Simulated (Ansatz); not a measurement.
**Run report: N2O, geometry relaxation**

The run: geometry relaxation of N2O. Method and program: RKS PBE0-D4/def2-TZVPP (Ansatz 0.2.0).

Figures and captions count atoms from 1; the log counts them from 0 in places.

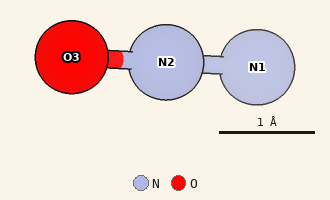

Fig. 1: The structure as given in the input (ball-and-stick view, seen at a tilt; atoms are numbered from 1 in the order of the input). Bond lengths as drawn: N–N 1.15 Å and N–O 1.19 Å.

### Results in brief

```csv
quantity,value
outcome,converged
total energy,−5021.7613 eV
mean-field energy,−5021.7393 eV
SCF solution under orbital rotations,stable
largest force (length of the vector) at the end,0.001 eV/Å
hardware,"1 thread of Arm Neoverse V2, 24 GiB of memory available, shared host"
wall time,5 s
peak memory,0.12 GiB
```

### The input
```yaml
crystal:
  periodic: [false, false, false]
  atoms:
    - { symbol: "N", position_ang: [0.0, 0.0, -1.15972483] }
    - { symbol: "N", position_ang: [0.0, 0.0, -0.01381591] }
    - { symbol: O, position_ang: [0.0, 0.0, 1.17353073] }
basis:
  gaussian: { orbitals: def2-TZVPP }
hamiltonian:
  xc: pbe0
  dispersion: d4
relax:
  f_tol: 0.002
  max_steps: 150
```

Run as:
```bash
ansatz run input.yaml --threads 1 --pin off --max-ram 2560MiB --backend cpu --events-out ev --progress --plain --runs-dir out
```

### The program's output
```
The last accepted step is kept in [file] (removed where the run ends without a failure and the disk answers)
Engine: ansatz 0.2.0, aarch64-unknown-linux-gnu
Functional definition: PBE0
  parameter a = 0.25
  parameter kappa = 0.804
  parameter beta = 0.06672455060314922
  exchange = (1 - a)*pbe_x(kappa = kappa, mu = beta*pi^2/3) + a*exact_x
  correlation = pbe_c(beta = beta)
461 factors; their error is unknown
mean field evaluation 1: about -5019.7514 eV, gradient 3.5e1 eV
mean field evaluation 2: about -5016.9648 eV, gradient 5.3e1 eV
mean field evaluation 4: about -5021.5518 eV, gradient 7.7e0 eV
mean field evaluation 8: about -5021.6569 eV, gradient 9.1e-3 eV
mean field evaluation 16: about -5021.6834 eV, gradient 6.4e-5 eV
mean field -5021.68344359 eV, -184.5434627327 hartree, gradient 6.4e-5 eV, S^2 0.000000; 0 other end points of the search recorded, 0 dependent functions left out
the calculation of the forces begins
reference -5021.68345924 eV, -184.5434633076 hartree; 11, 11 occupied and 82, 82 virtual orbitals, 461 factors
relax step   1: F+E_penalty+E_count = -5021.70540265 eV  Δ(F+E_penalty+E_count) = +0.000e0 eV  max|allowed force component| = 3.324e0 eV/Å  Δτ_max = 0.0000 Å  (26 SCF iters, accepted)
these checks for a lower state are left out or cut short: starts, cluster_reference, orbital_swaps, neighbouring_geometries, increment
461 factors; their error is unknown
mean field -5021.73907815 eV, -184.5455072651 hartree, gradient 1.1e-5 eV, S^2 0.000000; 0 other end points of the search recorded, 0 dependent functions left out
the calculation of the forces begins
reference -5021.73909380 eV, -184.5455078401 hartree; 11, 11 occupied and 82, 82 virtual orbitals, 461 factors
relax step   2: F+E_penalty+E_count = -5021.76107401 eV  Δ(F+E_penalty+E_count) = -5.567e-2 eV  max|allowed force component| = 1.708e-1 eV/Å  Δτ_max = 0.0220 Å  (33 SCF iters, accepted)
these checks for a lower state are left out or cut short: starts, cluster_reference, orbital_swaps, neighbouring_geometries, increment
461 factors; their error is unknown
mean field evaluation 32: about -5021.7393 eV, gradient 1.2e-5 eV
mean field -5021.73925334 eV, -184.5455137030 hartree, gradient 1.2e-5 eV, S^2 0.000000; 0 other end points of the search recorded, 0 dependent functions left out
the calculation of the forces begins
reference -5021.73926897 eV, -184.5455142777 hartree; 11, 11 occupied and 82, 82 virtual orbitals, 461 factors
relax step   3: F+E_penalty+E_count = -5021.76125111 eV  Δ(F+E_penalty+E_count) = -1.771e-4 eV  max|allowed force component| = 3.926e-2 eV/Å  Δτ_max = 0.0013 Å  (34 SCF iters, accepted)
these checks for a lower state are left out or cut short: starts, cluster_reference, orbital_swaps, neighbouring_geometries, increment
461 factors; their error is unknown
mean field -5021.73925789 eV, -184.5455138704 hartree, gradient 1.2e-5 eV, S^2 0.000000; 0 other end points of the search recorded, 0 dependent functions left out
the calculation of the forces begins
reference -5021.73927353 eV, -184.5455144450 hartree; 11, 11 occupied and 82, 82 virtual orbitals, 461 factors
relax step   4: F+E_penalty+E_count = -5021.76125581 eV  Δ(F+E_penalty+E_count) = -4.700e-6 eV  max|allowed force component| = 9.222e-4 eV/Å  Δτ_max = 0.0002 Å  (34 SCF iters, accepted)
461 factors; their error is unknown
mean field evaluation 64: about -5021.7393 eV, gradient 1.2e-5 eV
```

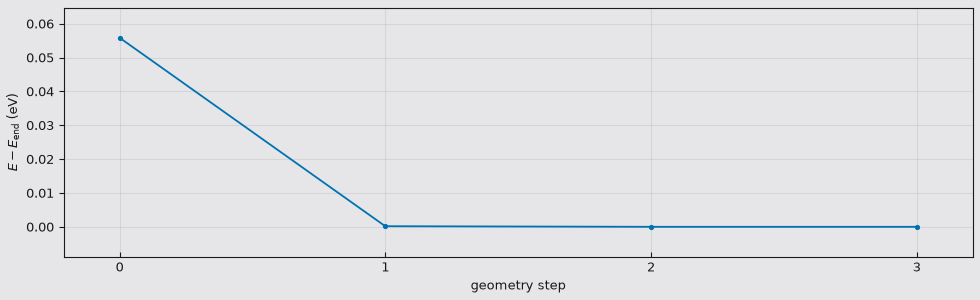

Fig. 2: Progress of the relaxation, step by step (the first geometry is step 0 here and step 1 in the log).

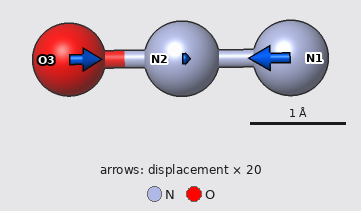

Fig. 3: The starting structure with the displacements as blue arrows, magnified 20 times (ball-and-stick view, seen at a tilt). The two geometries are laid on each other by the best rigid fit. The largest move after the best rigid fit is that of N1, 0.023 Å. By element the largest moves are N 0.023 Å, O 0.018 Å. Among the contacts that change: N1–N2 1.146 → 1.118 Å, N2–O3 1.187 → 1.174 Å. After 3 geometry steps the energy has fallen by 0.056 eV. The largest force component goes from 3.3 to 0.00092 eV/Å. (Atoms are counted from 1 in the order of the input.)

```
mean field -5021.73925789 eV, -184.5455138704 hartree, gradient 1.2e-5 eV, S^2 0.000000; 1 other end points of the search recorded, 0 dependent functions left out
the calculation of the forces begins
reference -5021.73927353 eV, -184.5455144450 hartree; 11, 11 occupied and 82, 82 virtual orbitals, 461 factors
Total energy: -5021.76127145 eV, -184.5463228537 hartree
Atom 0 at     0.000000     0.000000    -1.136904 Å, force     0.000000     0.000000     0.000624 eV/Å
Atom 1 at    -0.000000    -0.000000    -0.018779 Å, force     0.000000    -0.000000    -0.000922 eV/Å
Atom 2 at    -0.000000     0.000000     1.155673 Å, force    -0.000000     0.000000     0.000298 eV/Å
Dipole moment:     0.000000    -0.000000    -0.003246 e Å
```

### Trajectory as extended XYZ (Å, eV, eV/Å), 4 frames, from step=1 to step=4
```
3
Properties=species:S:1:pos:R:3:forces:R:3 step=1 energy=-5021.70540
N     0.0000    0.0000   -1.1597    0.0000   0.0000   3.3237
N     0.0000    0.0000   -0.0138    0.0000   0.0000  -2.0866
O     0.0000    0.0000    1.1735    0.0000   0.0000  -1.2370
3
Properties=species:S:1:pos:R:3:forces:R:3 step=2 energy=-5021.76107
N     0.0000    0.0000   -1.1378    0.0000   0.0000   0.0513
N     0.0000    0.0000   -0.0194    0.0000   0.0000   0.1196
O     0.0000    0.0000    1.1571    0.0000   0.0000  -0.1708
3
Properties=species:S:1:pos:R:3:forces:R:3 step=3 energy=-5021.76125
N     0.0000    0.0000   -1.1369    0.0000   0.0000  -0.0151
N     0.0000    0.0000   -0.0189    0.0000   0.0000   0.0393
O     0.0000    0.0000    1.1558    0.0000   0.0000  -0.0242
3
Properties=species:S:1:pos:R:3:forces:R:3 step=4 energy=-5021.76126
N     0.0000    0.0000   -1.1369    0.0000   0.0000   0.0006
N     0.0000    0.0000   -0.0188    0.0000   0.0000  -0.0009
O     0.0000    0.0000    1.1557    0.0000   0.0000   0.0003
```
